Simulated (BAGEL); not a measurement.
# B3LYP/6-31G(d) (density fitting with qzvpp-jkfit, spherical functions) run of CH6NPSi (SMILES [H]/N=C\[SiH2]P)

Aim: the energy change on altering one bond length of CH6NPSi at B3LYP/6-31G* (density fitting with qzvpp-jkfit, spherical functions), from 2 runs. 

Program for the calculation: BAGEL 1.2.2.

### Step 1. Starting point

The species is CH6NPSi (10 atoms), meant as a singlet with charge 0. As SMILES, `[H]/N=C\[SiH2]P`. The coordinates come from a GFN2-xTB relaxation. This is one conformer, not always the lowest.

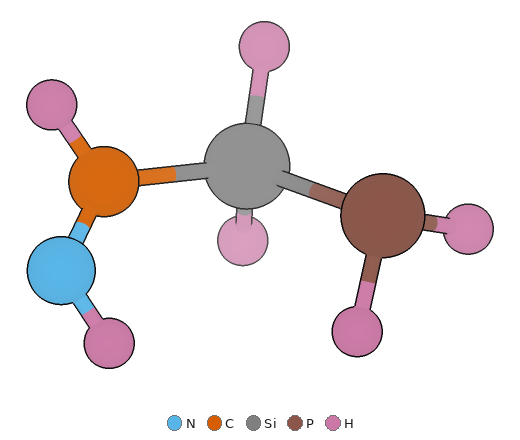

Viewed from a chosen angle; nitrogen blue, carbon orange, silicon grey, phosphorus brown, hydrogen pink.

### Step 2. The energy at B3LYP/6-31G(d) (density fitting with qzvpp-jkfit, spherical functions)

Contents of input.json:

```json
{ "bagel": [

{
  "title": "molecule",
  "basis": "6-31gs.json",
  "df_basis": "qzvpp-jkfit",
  "angstrom": true,
  "geometry": [
    { "atom": "N", "xyz": [   -0.919210,    1.985900,   -0.269080 ] },
    { "atom": "C", "xyz": [    0.223840,    1.469950,   -0.344060 ] },
    { "atom": "Si", "xyz": [    0.675430,   -0.389930,   -0.411910 ] },
    { "atom": "P", "xyz": [   -0.084190,   -1.281790,    1.497390 ] },
    { "atom": "H", "xyz": [   -1.697930,    1.325550,   -0.244980 ] },
    { "atom": "H", "xyz": [    1.040800,    2.189640,   -0.363240 ] },
    { "atom": "H", "xyz": [    2.128820,   -0.547270,   -0.462780 ] },
    { "atom": "H", "xyz": [    0.052300,   -0.957390,   -1.615630 ] },
    { "atom": "H", "xyz": [    0.003970,   -2.593820,    1.062070 ] },
    { "atom": "H", "xyz": [   -1.423830,   -1.200840,    1.152210 ] }
  ]
},
{ "title": "ks", "xc_func": "b3lyp" },
{ "title": "print", "file": "orbitals.molden", "orbitals": true }

]}
```

The basis set 6-31G* is read from a file made from the Basis Set Exchange's data (not shown).

Launch:

```
BAGEL_NUM_THREADS=1 BAGEL input.json > input.out
```

What it wrote:

```text
* using 1 threads per process

  ===============================================================
  ===============================================================

  *** Geometry ***

  { "atom" : "N", "xyz" : [     -1.737055,      3.752807,     -0.508488 ] },
  { "atom" : "C", "xyz" : [      0.422996,      2.777803,     -0.650179 ] },
  { "atom" : "Si", "xyz" : [      1.276378,     -0.736861,     -0.778397 ] },
  { "atom" : "P", "xyz" : [     -0.159096,     -2.422232,      2.829657 ] },
  { "atom" : "H", "xyz" : [     -3.208623,      2.504926,     -0.462945 ] },
  { "atom" : "H", "xyz" : [      1.966827,      4.137820,     -0.686424 ] },
  { "atom" : "H", "xyz" : [      4.022887,     -1.034190,     -0.874527 ] },
  { "atom" : "H", "xyz" : [      0.098833,     -1.809205,     -3.053098 ] },
  { "atom" : "H", "xyz" : [      0.007502,     -4.901609,      2.007021 ] },
  { "atom" : "H", "xyz" : [     -2.690649,     -2.269259,      2.177361 ] },

  Number of auxiliary basis functions:      516

  Since a DF basis is specified, we compute 2- and 3-index integrals:
    o Being stored without compression. Storage requirement is 0.024 GB

  Number of basis functions:       76
  Number of electrons      :       48

    * METHOD: MOLECULE                             0.45

  *** Kohn-Sham DFT ***

    * Removing 18326 points whose weight is below 1.00e-10
    * Grid points: 130734

  === Nuclear Repulsion ===
   199.5020198791

       - DIIS with orbital gradients will be used.

  === KS iteration (b3lyp / 6-31gs.json) ===
      0       -698.95432805          0.13622163           0.60
      1       -695.69951522          0.13936531           0.57
      2       -678.26335780          0.17962536           0.57
      3       -705.50853875          0.15231060           0.58
      4       -724.80828180          0.04654061           0.58
      5       -725.02393147          0.04368074           0.57
      6       -727.12914124          0.01732693           0.59
      7       -727.26308502          0.00343102           0.58
      8       -727.26828021          0.00145125           0.60
      9       -727.26955954          0.00018887           0.59
     10       -727.26957755          0.00011364           0.59
     11       -727.26958279          0.00002801           0.60
     12       -727.26958310          0.00000520           0.60
     13       -727.26958312          0.00000120           0.58
     14       -727.26958312          0.00000029           0.59
     15       -727.26958312          0.00000014           0.60
     16       -727.26958312          0.00000005           0.59
     17       -727.26958312          0.00000002           0.59
     18       -727.26958312          0.00000001           0.58
    * SCF iteration converged.

    * Permanent dipole moment:
           (   -0.084528,     0.734586,     0.328389) a.u.

    * METHOD: KS                                  12.18

    * METHOD: PRINT                                0.03

  ===============================================================
```

Wall time 13 s (1 thread of Arm Neoverse N1, shared host); peak memory 0.49 GiB.

### Step 3. The distorted shape at the same level

Contents of input.json:

```json
{ "bagel" : [

{
  "title" : "molecule",
  "basis" : "6-31gs.json",
  "df_basis" : "qzvpp-jkfit",
  "angstrom" : "true",
  "geometry" : [
    { "atom" : "N", "xyz" : [   -1.054697,    2.543905,   -0.248724 ] },
    { "atom" : "C", "xyz" : [    0.088353,    2.027955,   -0.323704 ] },
    { "atom" : "Si", "xyz" : [    0.675430,   -0.389930,   -0.411910 ] },
    { "atom" : "P", "xyz" : [   -0.084190,   -1.281790,    1.497390 ] },
    { "atom" : "H", "xyz" : [   -1.833417,    1.883555,   -0.224624 ] },
    { "atom" : "H", "xyz" : [    0.905313,    2.747645,   -0.342884 ] },
    { "atom" : "H", "xyz" : [    2.128820,   -0.547270,   -0.462780 ] },
    { "atom" : "H", "xyz" : [    0.052300,   -0.957390,   -1.615630 ] },
    { "atom" : "H", "xyz" : [    0.003970,   -2.593820,    1.062070 ] },
    { "atom" : "H", "xyz" : [   -1.423830,   -1.200840,    1.152210 ] }
  ]
},
{ "title" : "ks", "xc_func" : "b3lyp" },
{ "title" : "print", "file" : "orbitals.molden", "orbitals" : "true" }

]}
```

The basis set 6-31G* is read from a file made from the Basis Set Exchange's data (not shown).

Launch:

```
BAGEL_NUM_THREADS=1 BAGEL input.json > input.out
```

What it wrote:

```text
* using 1 threads per process

  ===============================================================
  ===============================================================

  *** Geometry ***

  { "atom" : "N", "xyz" : [     -1.993088,      4.807284,     -0.470020 ] },
  { "atom" : "C", "xyz" : [      0.166963,      3.832280,     -0.611712 ] },
  { "atom" : "Si", "xyz" : [      1.276378,     -0.736861,     -0.778397 ] },
  { "atom" : "P", "xyz" : [     -0.159096,     -2.422232,      2.829657 ] },
  { "atom" : "H", "xyz" : [     -3.464656,      3.559403,     -0.424478 ] },
  { "atom" : "H", "xyz" : [      1.710794,      5.192297,     -0.647957 ] },
  { "atom" : "H", "xyz" : [      4.022887,     -1.034190,     -0.874527 ] },
  { "atom" : "H", "xyz" : [      0.098833,     -1.809205,     -3.053098 ] },
  { "atom" : "H", "xyz" : [      0.007502,     -4.901609,      2.007021 ] },
  { "atom" : "H", "xyz" : [     -2.690649,     -2.269259,      2.177361 ] },

  Number of auxiliary basis functions:      516

  Since a DF basis is specified, we compute 2- and 3-index integrals:
    o Being stored without compression. Storage requirement is 0.024 GB

  Number of basis functions:       76
  Number of electrons      :       48

    * METHOD: MOLECULE                             0.45

  *** Kohn-Sham DFT ***

    * Removing 17409 points whose weight is below 1.00e-10
    * Grid points: 131651

  === Nuclear Repulsion ===
   185.3950771085

       - DIIS with orbital gradients will be used.

  === KS iteration (b3lyp / 6-31gs.json) ===
      0       -691.48609549          0.11821462           0.61
      1       -649.60751788          0.16687600           0.59
      2       -673.94772645          0.12831933           0.60
      3       -707.65739831          0.09409041           0.61
      4       -710.90944056          0.09940479           0.62
      5       -726.85286523          0.02923882           0.61
      6       -726.70712816          0.03646669           0.62
      7       -727.21405247          0.00405299           0.61
      8       -727.22551600          0.00180203           0.62
      9       -727.22746856          0.00054025           0.60
     10       -727.22760959          0.00022430           0.61
     11       -727.22763943          0.00005317           0.60
     12       -727.22764080          0.00004464           0.61
     13       -727.22764176          0.00000500           0.61
     14       -727.22764177          0.00000057           0.61
     15       -727.22764177          0.00000036           0.62
     16       -727.22764177          0.00000008           0.62
     17       -727.22764177          0.00000002           0.62
     18       -727.22764177          0.00000001           0.62
     19       -727.22764177          0.00000001           0.63
     20       -727.22764177          0.00000000           0.63
    * SCF iteration converged.

    * Permanent dipole moment:
           (   -0.015819,     0.731554,     0.321806) a.u.

    * METHOD: KS                                  13.93

    * METHOD: PRINT                                0.02

  ===============================================================
```

Run time: 15 s. Hardware: 1 thread of Arm Neoverse N1, shared host; peak memory 0.49 GiB.

### Step 4. Results

Level: B3LYP/6-31G* (density fitting with qzvpp-jkfit, spherical functions).

```
                                                          quantity          value
                                         first shape: total energy  -727.26958 Eh
                                        first shape: dipole moment         2.06 D
                                          first shape: HOMO energy       -6.69 eV
                                          first shape: LUMO energy       -0.99 eV
                                        first shape: HOMO–LUMO gap        5.70 eV
                                     distorted shape: total energy  -727.22764 Eh
                                    distorted shape: dipole moment         2.03 D
                                      distorted shape: HOMO energy       -6.25 eV
                                      distorted shape: LUMO energy       -0.90 eV
                                    distorted shape: HOMO–LUMO gap        5.35 eV
energy change with the C2–Si3 bond stretched from 1.915 to 2.490 Å       1.141 eV
```

With the C2–Si3 bond stretched from 1.915 to 2.490 Å the energy rises by 1.14 eV (26 kcal/mol). The first shape isn't relaxed at this level, so the change isn't measured from a minimum.
